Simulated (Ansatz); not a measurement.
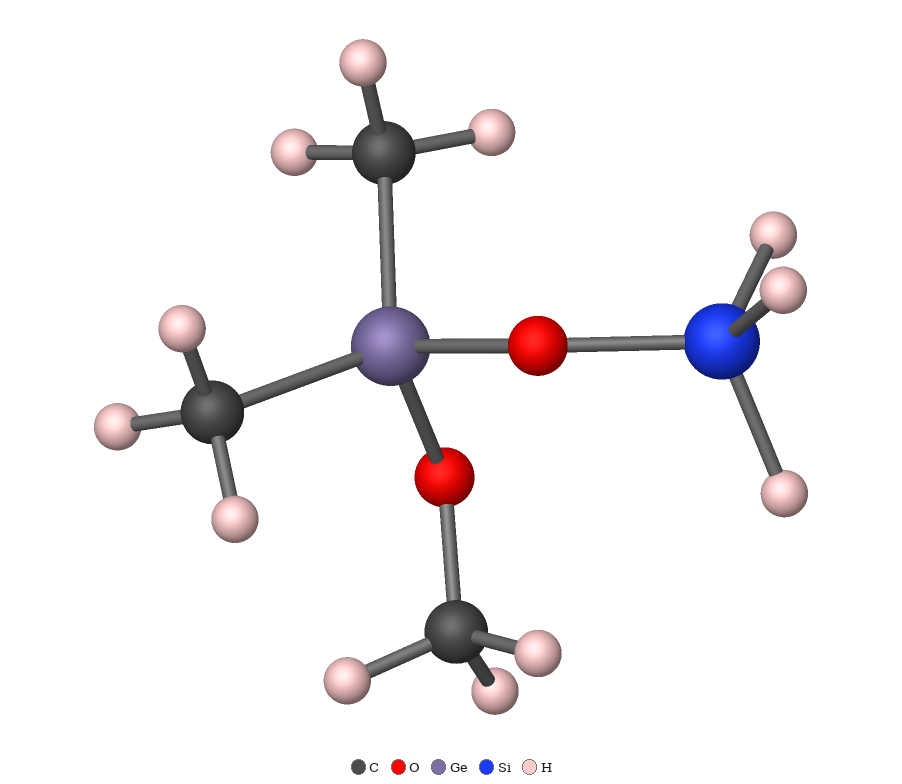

Simulated data, not a measurement (program: Ansatz).

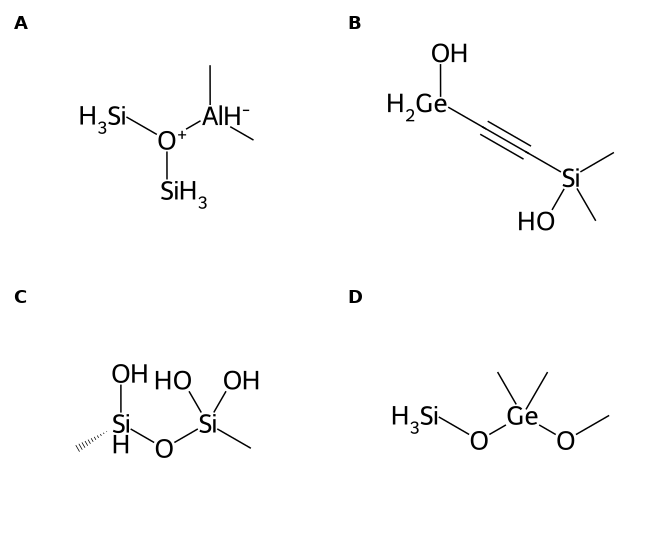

### The first picture shows one of the molecules drawn in the second. Which?

D, `C[O][Ge]([CH3])([CH3])[O][SiH3]`.
